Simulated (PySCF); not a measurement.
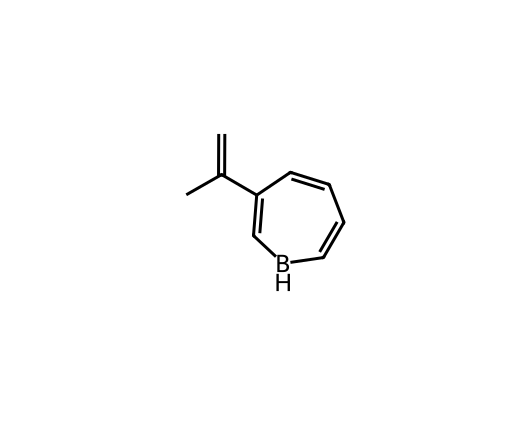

2D structure.

Give its SMILES.

C=C(C)C1=CBC=CC=C1

Give the formula, hydrogens included.

C9H11B.

An optimisation with PBE0-D3(BJ)/def2-SVP gave a structure of which point group?

C1. Other conformers may differ.

The parts below concern this one geometry. Atoms keep their numbers from picture to picture. The computed structure is the end point of a PBE0-D3(BJ)/def2-SVP optimisation. No frequency run is at hand to confirm it as a minimum.

Geometry

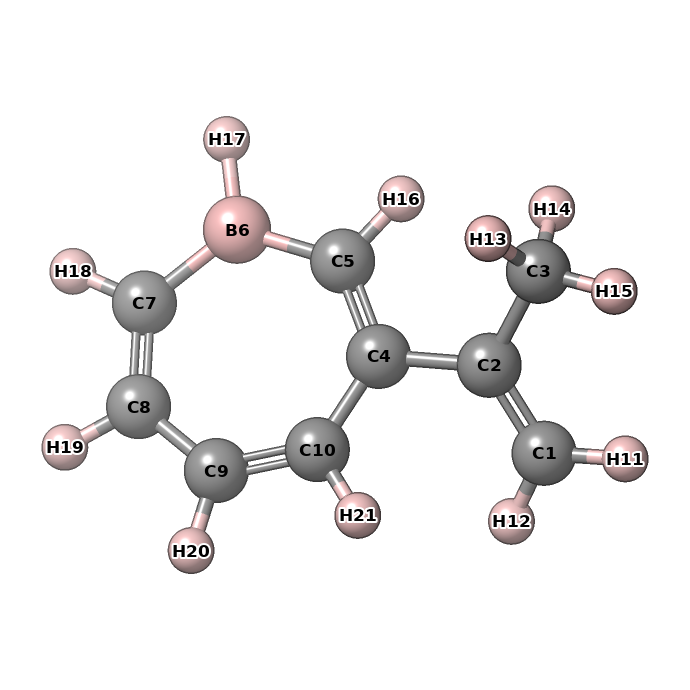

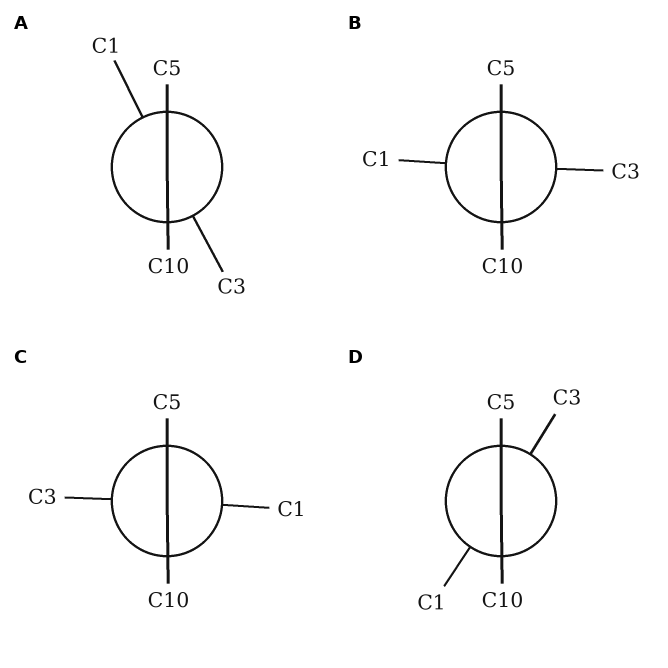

Distant atoms are faded towards the background colour. Bonds that would overlap in a projection are set slightly apart. No frequency run is at hand to confirm it as a minimum.

Which Newman projection shows the view along C4–C2, with C4 in front?

D. The torsion angle C5–C4–C2–C3 is 32°, synclinal (gauche).

Charges

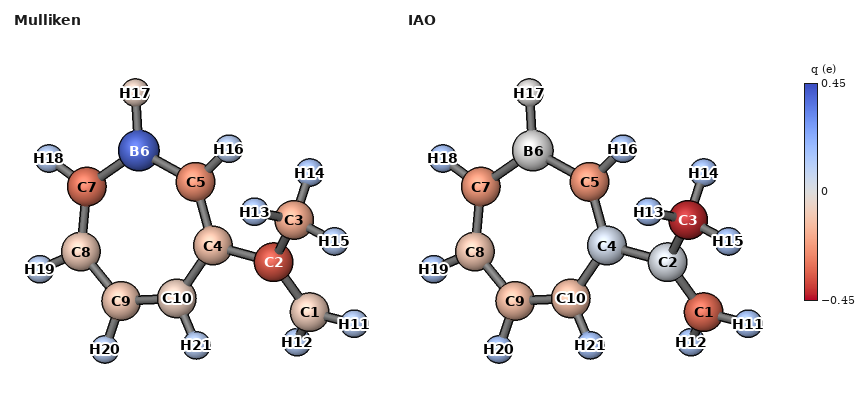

Atomic charges of one calculation by 2 schemes, on one colour scale. No frequency run is at hand to confirm it as a minimum. Method: PBE0/pcSseg-1 (PySCF 2.14.0).

On which atom do the schemes disagree most?

On B6 (from 0.00 to 0.39 e).

List the charges (e), one line for each set of equivalent atoms.

| atom | Mulliken | IAO |
| --- | --- | --- |
| C1 | −0.08 | −0.32 |
| C2 | −0.35 | 0.02 |
| C3 | −0.17 | −0.41 |
| C4 | −0.12 | 0.04 |
| C5 | −0.24 | −0.23 |
| B6 | 0.39 | 0.00 |
| C7 | −0.29 | −0.22 |
| C8 | −0.09 | −0.10 |
| C9 | −0.10 | −0.13 |
| C10 | −0.07 | −0.13 |
| H11 | 0.11 | 0.15 |
| H12 | 0.12 | 0.15 |
| H13 | 0.14 | 0.15 |
| H14 | 0.14 | 0.15 |
| H15 | 0.12 | 0.15 |
| H16 | 0.10 | 0.14 |
| H17 | −0.06 | −0.01 |
| H18 | 0.12 | 0.15 |
| H19 | 0.10 | 0.15 |
| H20 | 0.11 | 0.15 |
| H21 | 0.11 | 0.15 |

Ring current

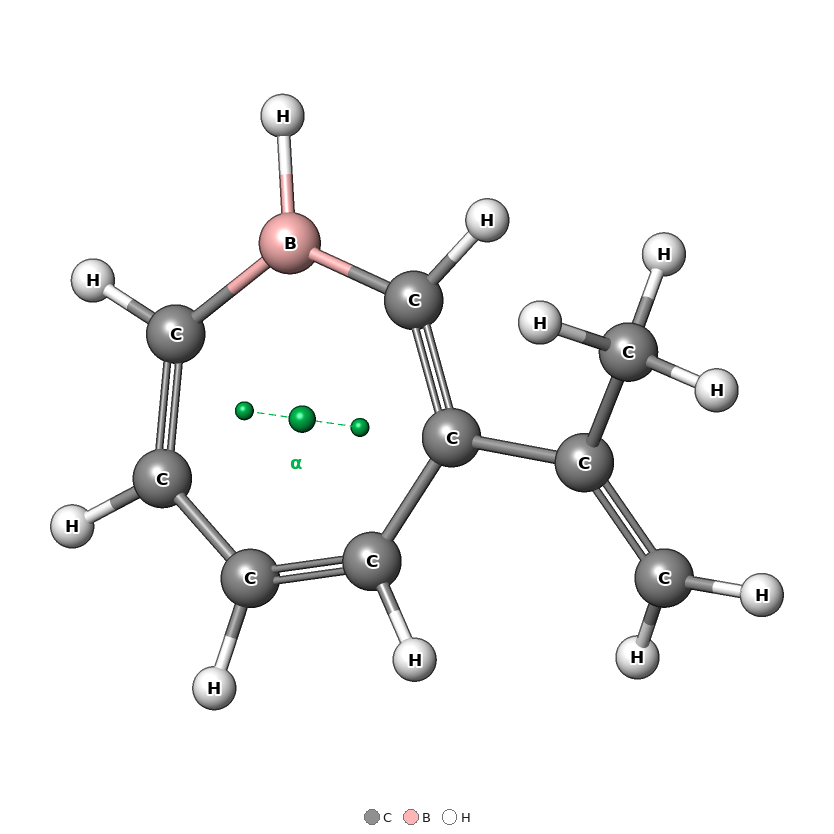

The small points mark where nucleus-independent chemical shifts (NICS) were computed: at the centre of each lettered ring and 1 Å above and below it. No frequency run is at hand to confirm it as a minimum. Properties computed with GIAO ωB97X-D/pcSseg-1 NMR shielding, non-relativistic, gas phase (PySCF 2.14.0).

Give NICS(0), NICS(1) and the out-of-plane component NICS(1)zz for each ring (means of the two sides).

```
ring  members  NICS(0)  NICS(1)  NICS(1)zz
   α      C6B     −3.2     −6.8      −17.5
```

Values in ppm.

What do the values say about the ring currents?

Ring α: diatropic, as in an aromatic ring. NICS is one index among several.

NMR shielding

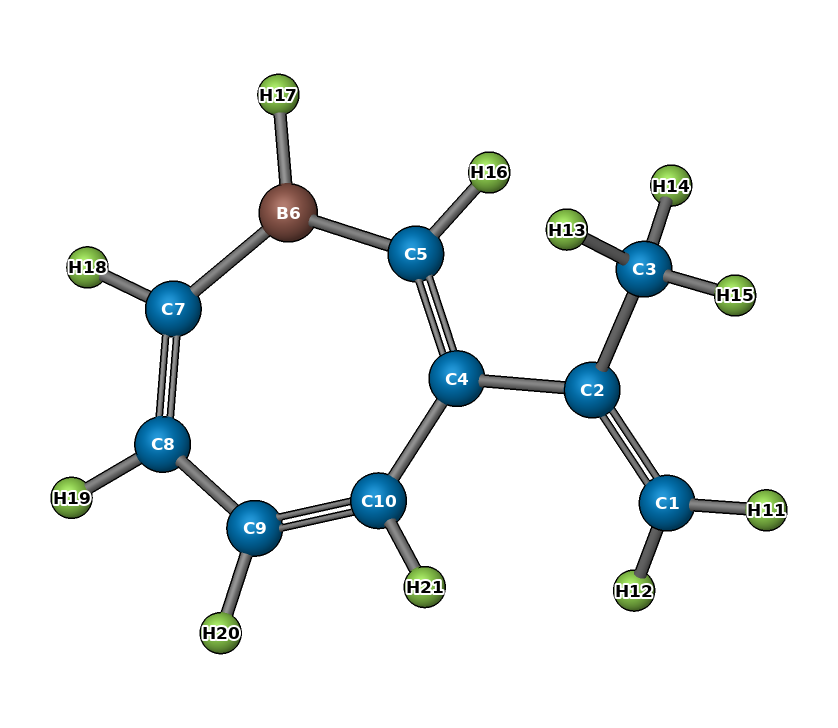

The questions are on isotropic NMR shieldings of the H atoms. No frequency run is at hand to confirm it as a minimum. Level of theory: GIAO ωB97X-D/pcSseg-1 NMR shielding, non-relativistic, gas phase (PySCF 2.14.0).

List the isotropic NMR shieldings of the H atoms.

```json
{"atom": "H11", "σ (ppm)": "25.69"}
{"atom": "H12", "σ (ppm)": "25.68"}
{"atom": "H13", "σ (ppm)": "29.43"}
{"atom": "H14", "σ (ppm)": "28.58"}
{"atom": "H15", "σ (ppm)": "29.27"}
{"atom": "H16", "σ (ppm)": "23.07"}
{"atom": "H17", "σ (ppm)": "25.02"}
{"atom": "H18", "σ (ppm)": "23.03"}
{"atom": "H19", "σ (ppm)": "23.35"}
{"atom": "H20", "σ (ppm)": "23.94"}
{"atom": "H21", "σ (ppm)": "23.67"}
```

Mulliken values depend strongly on the basis set and can even reverse the polarity of a bond.
